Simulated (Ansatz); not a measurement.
**SiH4 (silane) at HF/3-21G**

What is the energy change on altering one bond length of SiH4 (silane) at HF/3-21G? 

Program for the calculation: Ansatz 0.2.0.

53 further runs of the same task are left out: 2 that didn't finish, 51 set aside as unsound or not needed.

## 1. The structure to begin with

SiH4: 5 atoms, total charge 0, spin state singlet. As SMILES, `[SiH4]`. Geometry: relaxed at PBE0-D4/def2-TZVP.

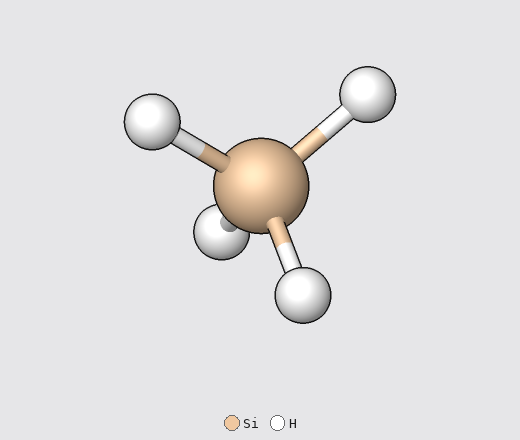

The structure, seen from a chosen angle (silicon light orange, hydrogen white).

## 2. The energy at HF/3-21G

Input file job.yaml:

```yaml
crystal:
  periodic: [false, false, false]
  atoms:
    - {symbol: Si, position_ang: [-0.000000, 0.000000, -0.000100]}
    - {symbol: H, position_ang: [0.967600, -0.688400, 0.890900]}
    - {symbol: H, position_ang: [-1.331000, 0.044900, 0.656000]}
    - {symbol: H, position_ang: [-0.105100, -0.740300, -1.282600]}
    - {symbol: H, position_ang: [0.468500, 1.383800, -0.264200]}
basis:
  gaussian: {orbitals: 3-21G.json}
hamiltonian: {xc: hf}
accuracy: high
```

The basis set 3-21G is read from a file made from the Basis Set Exchange's data (not shown).

Launch:

```sh
$ ansatz run job.yaml --threads 1 --pin off --max-ram 2610MiB --events-out events.jsonl --progress --plain --runs-dir runs
```

What it wrote:

```text
Warning: RAYON_NUM_THREADS=1 ignored (pool sized by the plan → 1); use --threads N
Functional definition: HF
  name "HF"
  exchange = exact_x
  correlation = 0
426 factors; integrals over basis functions are off by at most 2.7e-9 eV
mean field evaluation 1: about -7882.5162 eV, gradient 7.1e0 eV
mean field evaluation 2: about -7882.5168 eV, gradient 7.1e0 eV
mean field evaluation 4: about -7882.7838 eV, gradient 1.9e-1 eV
mean field evaluation 8: about -7882.7842 eV, gradient 2.6e-4 eV
mean field -7882.78420385 eV, -289.6869763486 hartree, gradient 2.9e-8 eV, S^2 0.000000; 0 other end points of the search recorded, 0 dependent functions left out
reference -7882.78420385 eV, -289.6869763486 hartree; 9, 9 occupied and 12, 12 virtual orbitals, 426 factors
Total energy: -7882.78420385 eV, -289.6869763486 hartree
```

It took 0.1 s on 1 thread of Arm Neoverse V1, shared host.

## 3. The distorted shape

Input file molecule.yaml:

```yaml
crystal:
  periodic: [false, false, false]
  atoms:
    - {symbol: Si, position_ang: [-0.241871, 0.172079, -0.222823]}
    - {symbol: H, position_ang: [0.967600, -0.688400, 0.890900]}
    - {symbol: H, position_ang: [-1.572871, 0.216979, 0.433277]}
    - {symbol: H, position_ang: [-0.346971, -0.568221, -1.505323]}
    - {symbol: H, position_ang: [0.226629, 1.555879, -0.486923]}
basis:
  gaussian: {orbitals: 3-21G.json}
hamiltonian: {xc: hf}
accuracy: high
```

The basis set 3-21G is read from a file made from the Basis Set Exchange's data (not shown).

Launch:

```sh
$ ansatz run molecule.yaml --threads 1 --pin off --max-ram 2610MiB --events-out events.jsonl --progress --plain --runs-dir runs
```

What it wrote:

```text
Warning: RAYON_NUM_THREADS=1 ignored (pool sized by the plan → 1); use --threads N
[... 4 set-up lines as earlier in the session ...]
423 factors; integrals over basis functions are off by at most 2.7e-9 eV
mean field evaluation 1: about -7881.7499 eV, gradient 7.0e0 eV
mean field evaluation 2: about -7881.7489 eV, gradient 7.0e0 eV
mean field evaluation 4: about -7882.0105 eV, gradient 2.3e-1 eV
mean field evaluation 8: about -7882.0109 eV, gradient 1.2e-7 eV
mean field -7882.01087400 eV, -289.6585570005 hartree, gradient 4.5e-8 eV, S^2 0.000000; 0 other end points of the search recorded, 0 dependent functions left out
reference -7882.01087400 eV, -289.6585570005 hartree; 9, 9 occupied and 12, 12 virtual orbitals, 423 factors
Total energy: -7882.01087400 eV, -289.6585570005 hartree
```

It took 0.1 s on 1 thread of Arm Neoverse V1, shared host.

## 4. Outcome

Level: HF/3-21G.

| quantity | value |
| --- | --- |
| first shape: total energy | -289.68698 Eh |
| distorted shape: total energy | -289.65856 Eh |
| energy change with the Si1–H2 bond stretched from 1.485 to 1.856 Å | 0.773 eV |

What this shows: With the Si1–H2 bond stretched from 1.485 to 1.856 Å the energy rises by 0.77 eV (74.6 kJ/mol). The first shape isn't relaxed at this level, so the change isn't measured from a minimum.
